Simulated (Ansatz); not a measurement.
# CH6ClGeN: basis-set convergence

Aim: see how fast density functionals converge with the basis set for CH6ClGeN.

Method: one geometry, several basis sets; program: Ansatz 0.2.0, Gaussian basis.

Plan: PBE0-D4/def2-SVP; ωB97M-V/def2-SVP; PBE0-D4/def2-QZVPP; ωB97M-V/def2-QZVPP; the functionals' def2-TZVPP values are taken from earlier runs.

## (1) The relaxed structure

All runs share one geometry, relaxed beforehand with PBE0-D4 in a triple-zeta def2 set.

SMILES `[CH3][GeH]([NH2])[Cl]`, 10 atoms, charge 0, spin multiplicity 1.

Atoms are counted from 1 here; the program's logs count them from 0.

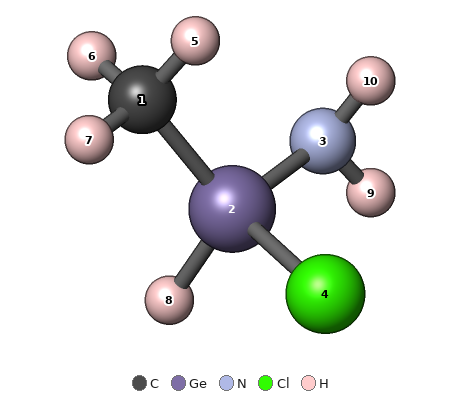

The structure; carbon dark grey, germanium purple, nitrogen light blue, chlorine green, hydrogen pink; atoms are numbered from 1 in the order of the file.

As a file:

```xyz
10
CH6ClGeN
C    -0.73701    1.25048   -0.28855
Ge   -0.06130   -0.56087   -0.34839
N     1.50729   -0.65998    0.57385
Cl   -1.60767   -1.82316    0.54048
H    -0.89977    1.54743    0.74823
H    -0.01752    1.92954   -0.74794
H    -1.68558    1.31118   -0.82168
H     0.17852   -1.14354   -1.74656
H     1.94835   -1.56910    0.56414
H     1.45780   -0.33336    1.52924
```

## (2) PBE0-D4 in def2-SVP

Input file in.yaml:

```yaml
crystal:
  periodic: [false, false, false]
  atoms:
    - {symbol: C, position_ang: [-0.737010, 1.250482, -0.288553]}
    - {symbol: Ge, position_ang: [-0.061296, -0.560874, -0.348392]}
    - {symbol: N, position_ang: [1.507287, -0.659983, 0.573847]}
    - {symbol: Cl, position_ang: [-1.607669, -1.823162, 0.540475]}
    - {symbol: H, position_ang: [-0.899771, 1.547430, 0.748228]}
    - {symbol: H, position_ang: [-0.017523, 1.929536, -0.747941]}
    - {symbol: H, position_ang: [-1.685582, 1.311178, -0.821685]}
    - {symbol: H, position_ang: [0.178522, -1.143543, -1.746555]}
    - {symbol: H, position_ang: [1.948346, -1.569103, 0.564140]}
    - {symbol: H, position_ang: [1.457796, -0.333362, 1.529237]}
basis:
  gaussian: {orbitals: def2-SVP}
hamiltonian: {xc: pbe0, dispersion: d4}
output: {orbitals: {seedname: orbitals}}
```

Started as:

```
$ ansatz run in.yaml --threads 4 --pin off --events-out ev --progress --plain --max-ram 10444MiB
```

What it wrote:

```text
Functional definition: PBE0
  name "PBE0"
  cite "Adamo & Barone, J. Chem. Phys. 110, 6158 (1999) doi:10.1063/1.478522"
  cite "Perdew, Burke & Ernzerhof, Phys. Rev. Lett. 77, 3865 (1996) doi:10.1103/PhysRevLett.77.3865"
  parent pbe
  parameter a = 0.25
  parameter kappa = 0.804
  parameter beta = 0.06672455060314922
  exchange = (1 - a)*pbe_x(kappa = kappa, mu = beta*pi^2/3) + a*exact_x
  correlation = pbe_c(beta = beta)
1075 factors; integrals over basis functions are off by at most 1.4e-3 eV
mean field evaluation 1: about -71631.9670 eV, gradient 6.3e1 eV
mean field evaluation 2: about -71623.2039 eV, gradient 8.6e1 eV
mean field evaluation 4: about -71640.2336 eV, gradient 3.8e0 eV
mean field evaluation 8: about -71640.3821 eV, gradient 2.6e-1 eV
mean field evaluation 16: about -71640.3823 eV, gradient 5.0e-5 eV
mean field -71640.38228651 eV, -2632.7354894341 hartree, gradient 5.0e-5 eV, S^2 0.000000; 0 other end points of the search recorded, 0 dependent functions left out
reference -71640.38231278 eV, -2632.7354903996 hartree; 34, 34 occupied and 74, 74 virtual orbitals, 1075 factors
Total energy: -71640.56110346 eV, -2632.7420608359 hartree
```

Run time: 1.4 s. Hardware: 4 threads of Arm Neoverse V1, shared host.

## (3) ωB97M-V in def2-SVP

in.yaml: that of step 2 with these lines changed.

```diff
@@ -15,3 +15,3 @@
   gaussian: {orbitals: def2-SVP}
-hamiltonian: {xc: pbe0, dispersion: d4}
+hamiltonian: {xc: {name: wB97M-V}}
 output: {orbitals: {seedname: orbitals}}
```

Same command.

What it wrote, cut to the lines that bear on the results:

```text
Functional definition: wB97M-V
  name "wB97M-V"
  cite "Mardirossian & Head-Gordon, J. Chem. Phys. 144, 214110 (2016) doi:10.1063/1.4952647"
  cite "Becke, J. Chem. Phys. 107, 8554 (1997) doi:10.1063/1.475007"
  cite "Vydrov & Van Voorhis, J. Chem. Phys. 133, 244103 (2010) doi:10.1063/1.3521275"
  # Of w^i u^j: cxij and so on, Table III.
[...]
  gx(w, u) = 1 - cx + cx01*u + cx10*w
  gss(w, u) = css00 + css04*u^4 + css10*w + css20*w^2 + css43*w^4*u^3
  gos(w, u) = cos00 + cos10*w + (cos20 + cos21*u)*w^2 + (cos60 + cos61*u)*w^6
[...]
      + integral(e_c_pw_mod_opposite_spin*gos(b97_w_opposite, b97_u_opposite)) + vv10(b, c)
1075 factors; integrals over basis functions are off by at most 1.4e-3 eV
291 factors; integrals over basis functions are off by at most 7.0e-6 eV
[...]
mean field -71649.46637073 eV, -2633.0693233718 hartree, gradient 4.4e-5 eV, S^2 0.000000; 0 other end points of the search recorded, 0 dependent functions left out
reference -71649.46640979 eV, -2633.0693248072 hartree; 34, 34 occupied and 74, 74 virtual orbitals, 1075 factors
Total energy: -71649.46640979 eV, -2633.0693248072 hartree
```

It took 5.5 s on 4 threads of Arm Neoverse V1, shared host.

## (4) PBE0-D4 in def2-QZVPP

in.yaml: that of step 3 with these lines changed.

```diff
@@ -14,4 +14,4 @@
 basis:
-  gaussian: {orbitals: def2-SVP}
-hamiltonian: {xc: {name: wB97M-V}}
+  gaussian: {orbitals: "def2-QZVPP.json"}
+hamiltonian: {xc: pbe0, dispersion: d4}
 output: {orbitals: {seedname: orbitals}}
```

Same command.

What it wrote:

```text
Functional definition: PBE0
  name "PBE0"
  cite "Adamo & Barone, J. Chem. Phys. 110, 6158 (1999) doi:10.1063/1.478522"
  cite "Perdew, Burke & Ernzerhof, Phys. Rev. Lett. 77, 3865 (1996) doi:10.1103/PhysRevLett.77.3865"
  parent pbe
  parameter a = 0.25
  parameter kappa = 0.804
  parameter beta = 0.06672455060314922
  exchange = (1 - a)*pbe_x(kappa = kappa, mu = beta*pi^2/3) + a*exact_x
  correlation = pbe_c(beta = beta)
1648 factors; their error is unknown
mean field evaluation 1: about -71645.0903 eV, gradient 7.8e1 eV
mean field evaluation 2: about -71631.2859 eV, gradient 1.1e2 eV
mean field evaluation 4: about -71656.5040 eV, gradient 6.1e0 eV
mean field evaluation 8: about -71656.7328 eV, gradient 4.8e-1 eV
mean field evaluation 16: about -71656.7329 eV, gradient 3.1e-5 eV
mean field -71656.73288414 eV, -2633.3363628139 hartree, gradient 3.1e-5 eV, S^2 0.000000; 0 other end points of the search recorded, 0 dependent functions left out
reference -71656.73292064 eV, -2633.3363641555 hartree; 34, 34 occupied and 419, 419 virtual orbitals, 1648 factors
Total energy: -71656.91171132 eV, -2633.3429345918 hartree
```

Wall time 14 s (4 threads of Arm Neoverse V1, shared host); peak memory 1.8 GiB.

## (5) ωB97M-V in def2-QZVPP

in.yaml: that of step 4 with these lines changed.

```diff
@@ -15,3 +15,3 @@
   gaussian: {orbitals: "def2-QZVPP.json"}
-hamiltonian: {xc: pbe0, dispersion: d4}
+hamiltonian: {xc: {name: wB97M-V}}
 output: {orbitals: {seedname: orbitals}}
```

Same command.

What it wrote, cut to the lines that bear on the results:

```text
Functional definition: wB97M-V
  name "wB97M-V"
  cite "Mardirossian & Head-Gordon, J. Chem. Phys. 144, 214110 (2016) doi:10.1063/1.4952647"
  cite "Becke, J. Chem. Phys. 107, 8554 (1997) doi:10.1063/1.475007"
  cite "Vydrov & Van Voorhis, J. Chem. Phys. 133, 244103 (2010) doi:10.1063/1.3521275"
  # Of w^i u^j: cxij and so on, Table III.
[...]
  gx(w, u) = 1 - cx + cx01*u + cx10*w
  gss(w, u) = css00 + css04*u^4 + css10*w + css20*w^2 + css43*w^4*u^3
  gos(w, u) = cos00 + cos10*w + (cos20 + cos21*u)*w^2 + (cos60 + cos61*u)*w^6
[...]
      + integral(e_c_pw_mod_opposite_spin*gos(b97_w_opposite, b97_u_opposite)) + vv10(b, c)
1620 factors; their error is unknown
355 factors; integrals over basis functions are off by at most 2.3e-5 eV
[...]
mean field -71665.86436975 eV, -2633.6719387208 hartree, gradient 1.7e-5 eV, S^2 0.000000; 0 other end points of the search recorded, 0 dependent functions left out
reference -71665.86442841 eV, -2633.6719408764 hartree; 34, 34 occupied and 419, 419 virtual orbitals, 1620 factors
Total energy: -71665.86442841 eV, -2633.6719408764 hartree
```

It took 26 s on 4 threads of Arm Neoverse V1, shared host; peak memory 2.1 GiB.

## (6) Functionals by basis

The def2-TZVPP values come from earlier runs at the same geometry.

```tsv
functional	basis	functions	energy (eV)	from the largest (eV)	HOMO (eV)	LUMO (eV)
PBE0-D4	def2-SVP	108	-71640.5611	16.351	-7.53	1.10
PBE0-D4	def2-TZVPP	236	-71655.1580	1.754	-7.75	0.60
PBE0-D4	def2-QZVPP	453	-71656.9117	0.000	-7.80	0.32
ωB97M-V	def2-SVP	108	-71649.4664	16.398	-9.84	2.96
ωB97M-V	def2-TZVPP	236	-71664.1605	1.704	-10.09	2.15
ωB97M-V	def2-QZVPP	453	-71665.8644	0.000	-10.14	1.59
```

## (7) Results

| quantity | value |
| --- | --- |
| PBE0-D4: double and triple zeta above quadruple | 16.35, 1.75 eV |
| ωB97M-V: double and triple zeta above quadruple | 16.40, 1.70 eV |

In words: For PBE0-D4 the step from double to triple zeta gains 14.60 eV and the next only 1.75 eV. These are total energies; as a rule much of such shifts cancels in differences, which this series doesn't test. The LUMO of ωB97M-V is positive and keeps falling with the basis (2.96 to 1.59 eV): an unbound level that the basis holds in place.

For PBE0-D4 the largest set took about 10 times as long as the smallest (14 s against 1.4 s).
